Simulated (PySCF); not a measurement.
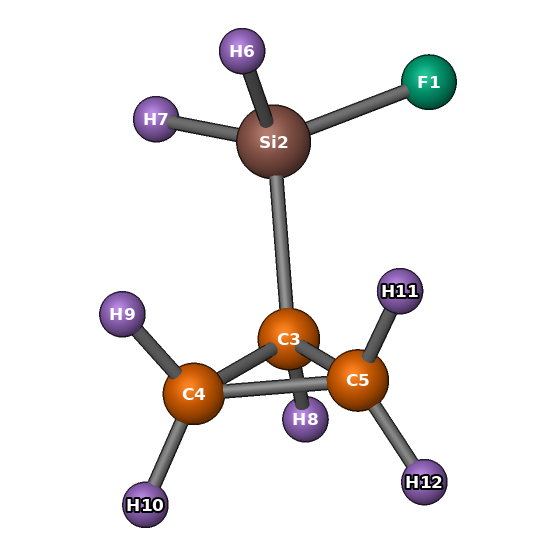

The questions are on isotropic NMR shieldings of the H atoms. The geometry was computed by an optimisation with PBE0-D3(BJ)/def2-SVP. No frequency run is at hand to confirm it as a minimum. Level of theory: GIAO PBE/pcSseg-2 NMR shielding, non-relativistic, gas phase (PySCF 2.14.0).

Which H atom is the most shielded (lowest chemical shift)?

Answer. H8 (30.97 ppm).

Which H atom is the least shielded (highest chemical shift)?

Answer. H7 (25.55 ppm).

How wide is the range of H shifts?

Answer. 5.42 ppm.

List the isotropic NMR shieldings of the H atoms.

```csv
atom,σ (ppm)
H6,26.70
H7,25.55
H8,30.97
H9,30.84
H10,30.48
H11,30.59
H12,30.27
```
